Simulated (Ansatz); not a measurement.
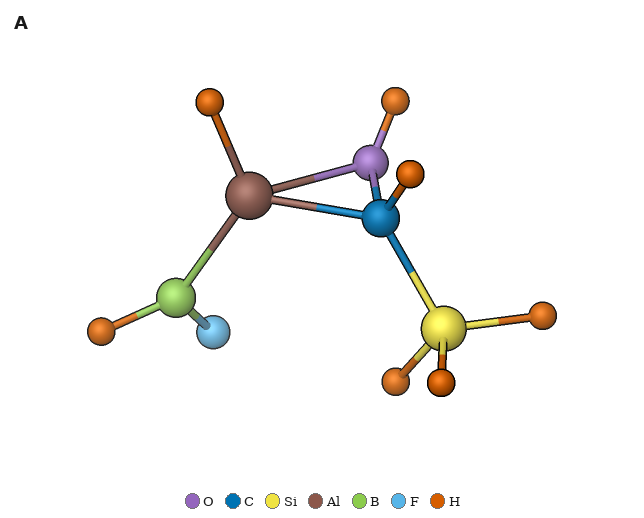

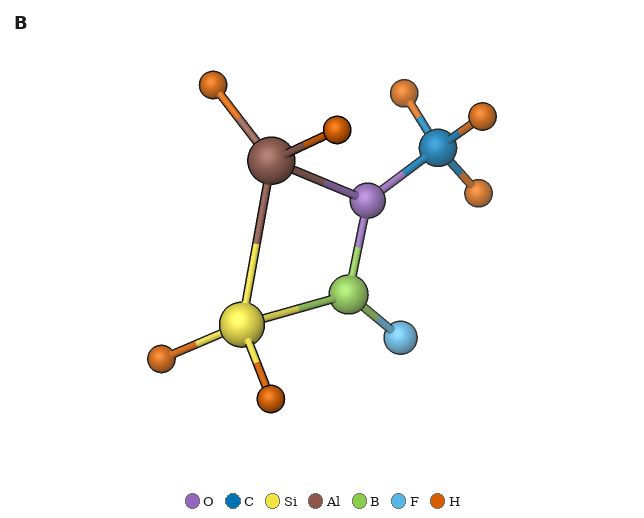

2 stationary structures of one formula. Geometries: PBE-D4/def2-SVP. Electronic energies: PBE-D4/def2-SVP (Ansatz 0.2.0), without zero-point energy. No frequency run is at hand to confirm each as a minimum. Each is one conformer, not always the lowest.

### Which is lowest in energy, and by how much?

B is lowest; A lies 238.6 kJ/mol above it.
